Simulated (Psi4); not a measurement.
# InNH4 (SMILES [NH2][InH2]) at CCSD/def2-SVP (core potential)

Aim: the vertical singlet–triplet gap of InNH4 at CCSD/def2-SVP (core potential), from 2 runs. 

The results are computed with Psi4 1.11.

11 further runs of the same task are left out: 10 that didn't finish, 1 set aside as unsound or not needed.

## (1) The system as given

InNH4: 6 atoms, total charge 0, spin state singlet. SMILES: `[NH2][InH2]`. The shape is that of a PBE0-D4/def2-TZVP optimisation.

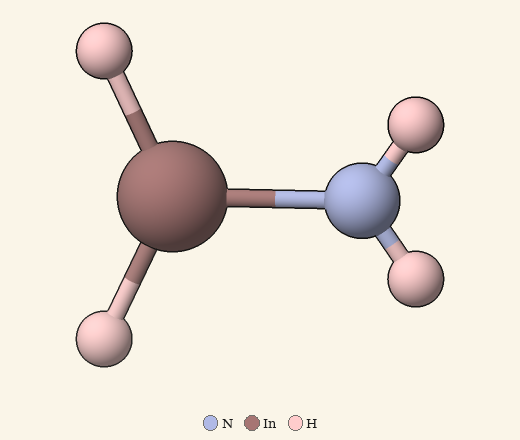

Viewed from a chosen angle; nitrogen light blue, indium brown, hydrogen pink.

## (2) A single-point energy at CCSD/def2-SVP (core potential)

Contents of run.py:

```python
import numpy as np
from ase.calculators.psi4 import Psi4
from ase import Atoms

mol = Atoms(['N', 'In', 'H', 'H', 'H', 'H'], positions=[
    [-0.092200, -1.060500, 0.036600],
    [0.095300, 0.935900, -0.048300],
    [-0.598000, -1.552900, 0.753400],
    [0.311900, -1.697300, -0.629300],
    [1.012500, 1.520500, -1.370700],
    [-0.687400, 1.790300, 1.212100],
])
calc = Psi4(atoms=mol, method='ccsd', basis='def2-SVP', memory='1600MB', num_threads=1, charge=0, multiplicity=1, label='h4inn', reference='rhf')
calc.psi4.set_options({'puream': True, 'e_convergence': 1e-09, 'd_convergence': 1e-08, 'scf_type': 'pk', 'num_frozen_docc': 5})
mol.calc = calc

print(f'energy: {mol.get_potential_energy():.6f} eV')
```

Run with:

```
python run.py
```

h4inn.dat:

```text
[...]
    !!!  WARNING: ECP capability is in beta. Please check occupations closely.  !!!
[...]
  Running in c1 symmetry.
[...]
  Nuclear repulsion =   70.741603805927312
[...]
  Multiplicity = 1
[...]
  Nalpha       = 16
  Nbeta        = 16
[...]
    Number of basis functions: 60
[...]
   @RHF iter   1:  -245.79017471111646   -1.47409e+00   8.44168e-03 ADIIS/DIIS
[...]
   @RHF iter  11:  -245.91295112188706   -1.42109e-12   2.15386e-09 DIIS
[...]
    Orbital Energies [Eh]
    ---------------------
    Doubly Occupied:
       1A    -15.514005     2A     -5.374929     3A     -3.635956
       4A     -3.627850     5A     -3.627775     6A     -1.085690
       7A     -1.022778     8A     -1.018348     9A     -1.016368
      10A     -1.014616    11A     -0.995188    12A     -0.616201
      13A     -0.570697    14A     -0.444374    15A     -0.408711
      16A     -0.370819
[...]
  @RHF Final Energy:  -245.91295112188706
   => Energetics <=
    Nuclear Repulsion Energy =             70.7416038059273120
    One-Electron Energy =                -552.6204988915887952
    Two-Electron Energy =                 235.9659439637744356
    Total Energy =                       -245.9129511218870618
[...]
 Multipole Moments:
 ------------------------------------------------------------------------------------
     Multipole            Electronic (a.u.)      Nuclear  (a.u.)        Total (a.u.)
 ------------------------------------------------------------------------------------
 L = 1.  Multiply by 2.5417464519 to convert [e a0] to [Debye]
 Dipole X            :          1.7685366           -1.7757233           -0.0071867
 Dipole Y            :         18.8579711          -18.9634003           -0.1054293
 Dipole Z            :         -0.8027717            0.8094175            0.0066458
 Magnitude           :                                                    0.1058827
[...]
      * MP2 total energy                      = -246.186944925909984
[...]
      * CCSD total energy                     = -246.213995769852346
```

The script printed:

```text
energy: -6699.824083 eV
```

Wall time 16 s (1 thread of Intel Xeon Platinum 8259CL at 2.50GHz (Skylake/Cascade Lake), shared host); peak memory 0.29 GiB.

## (3) The triplet at the same level

Contents of h4inn.dat:

```
memory 1.6 GB

molecule {
  0 3
  N     -0.17423275    -2.00405456     0.06916398
  In     0.18009090     1.76859468    -0.09127377
  H     -1.13005622    -2.93455570     1.42371966
  H      0.58940558    -3.20743215    -1.18920465
  H      1.91334770     2.87332857    -2.59024760
  H     -1.29899774     3.38317668     2.29053704
  units au
  symmetry c1
  no_reorient
  no_com
}

set reference uhf
set puream true
set e_convergence 1e-09
set d_convergence 1e-08
set scf_type pk
set num_frozen_docc 5
set maxiter 100

e_tot, wfn = energy('ccsd/def2-SVP', return_wfn=True)
```

Run with:

```
psi4 h4inn.dat h4inn.out -n 1
```

h4inn.out:

```text
[...]
    !!!  WARNING: ECP capability is in beta. Please check occupations closely.  !!!
[...]
  Running in c1 symmetry.
[...]
  Nuclear repulsion =   70.741603796292011
[...]
  Multiplicity = 3
[...]
  Nalpha       = 17
  Nbeta        = 15
[...]
    Number of basis functions: 60
[...]
   @UHF iter   1:  -245.55134016263824   -1.28968e+00   8.91775e-03 ADIIS/DIIS
[...]
   @UHF iter  27:  -245.69912424207010   -1.72520e-11   8.00142e-09 DIIS
[...]
   @S^2 Observed:                2.080387670E+00
[...]
    Orbital Energies [Eh]
    ---------------------
    Alpha Occupied:
       1A    -15.496880     2A     -5.396615     3A     -3.660257
       4A     -3.648928     5A     -3.647921     6A     -1.085451
       7A     -1.052065     8A     -1.049772     9A     -1.038289
      10A     -1.029401    11A     -1.003601    12A     -0.657654
      13A     -0.611837    14A     -0.562311    15A     -0.473179
      16A     -0.385499    17A     -0.167298
    Alpha Virtual:
      18A      0.066852    19A      0.107557    20A      0.142354
      21A      0.229363    22A      0.269919    23A      0.281746
      24A      0.284913    25A      0.302644    26A      0.401502
[...]
  @UHF Final Energy:  -245.69912424207010
   => Energetics <=
    Nuclear Repulsion Energy =             70.7416037962920115
    One-Electron Energy =                -551.9645341413553297
    Two-Electron Energy =                 235.5238061029932339
    Total Energy =                       -245.6991242420700985
  UHF NO Occupations:
  HONO-2 :   15  A 1.9616533
  HONO-1 :   16  A 1.0000000
[...]
 Multipole Moments:
 ------------------------------------------------------------------------------------
     Multipole            Electronic (a.u.)      Nuclear  (a.u.)        Total (a.u.)
 ------------------------------------------------------------------------------------
 L = 1.  Multiply by 2.5417464519 to convert [e a0] to [Debye]
 Dipole X            :         -2.6127484            2.6359790            0.0232306
 Dipole Y            :        -22.7827539           23.2266238            0.4438699
 Dipole Z            :          1.4730437           -1.4977969           -0.0247532
 Magnitude           :                                                    0.4451661
[...]
      * MP2 total energy                      = -245.965638437181354
[...]
      * CCSD total energy                     = -245.996516050612087
[...]
```

Run time: 46 s. Hardware: 1 thread of Intel Xeon Platinum 8259CL at 2.50GHz (Skylake/Cascade Lake), shared host; peak memory 0.29 GiB.

## (4) Summary of results

Level: CCSD/def2-SVP (core potential), 5 core orbitals frozen.

| quantity | value |
| --- | --- |
| singlet: total energy | -246.21400 Eh |
| singlet: HOMO energy (Hartree–Fock orbitals) | -10.09 eV |
| singlet: LUMO energy (Hartree–Fock orbitals) | 1.51 eV |
| singlet: HOMO–LUMO gap (Hartree–Fock orbitals) | 11.60 eV |
| singlet: correlation energy (5 core orbitals frozen) | -301.0 mEh |
| singlet: T1 diagnostic | 0.015 |
| triplet: total energy | -245.99652 Eh |
| triplet: HOMO energy (Hartree–Fock orbitals) (highest over α and β) | -4.55 eV |
| triplet: LUMO energy (Hartree–Fock orbitals) (lowest over α and β) | -3.41 eV |
| triplet: correlation energy (5 core orbitals frozen) | -297.4 mEh |
| triplet: ⟨S²⟩ of the reference determinant | 2.080 |
| triplet: T1 diagnostic | 0.028 |
| vertical energy of the triplet above the singlet | 5.918 eV |

At this shape the triplet lies 5.92 eV (571 kJ/mol) above the singlet.
